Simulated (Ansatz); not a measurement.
A family of molecules: the atomisation energy (no zero-point term)

All atoms of one element are swapped for its congeners: GaHF2 `[F][GaH][F]`; GaHCl2 `[Cl][GaH][Cl]`; GaHBr2 `[Br][GaH][Br]`. All are singlets with charge 0.

Shapes, held fixed at every level: PBE0-D4/def2-TZVP. Programs: Ansatz 0.2.0. Values in eV.

| level | GaHF2 | GaHCl2 | GaHBr2 |
| --- | --- | --- | --- |
| HF/def2-SVP | 9.12 | 8.11 | 7.30 |
| BHLYP-D4/def2-TZVPP | 12.03 | 10.21 | 9.35 |
| B2PLYP/def2-TZVPP | 12.75 | 10.37 | 9.47 |
| MP2/def2-SVP | 12.83 | 10.28 | 9.45 |
| CCSD(T)/def2-SVP | 12.20 | 9.97 | 9.13 |
| CCSD(T)/def2-TZVPP | 12.75 | 10.47 | 9.63 |

At CCSD(T)/def2-TZVPP the atomisation energy falls at every step, from 12.75 to 9.63 eV. Every level shows the same order. Relativity is left out for Br, Ga. Outer-core shells of Br, Ga are correlated in most correlated rows, in sets that cover them unevenly. Spin-orbit coupling, which grows down the group, is left out (summed over each molecule's free atoms 0.10, 0.14, 0.37 eV). Coupled cluster in double- or triple-zeta sets underbinds by a few per cent against its basis-set limit.

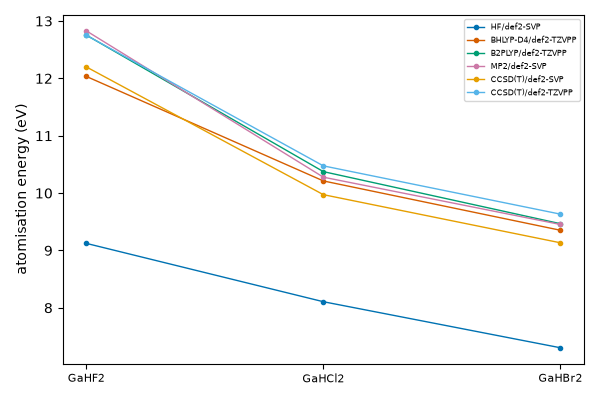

The trend along the series, level by level.
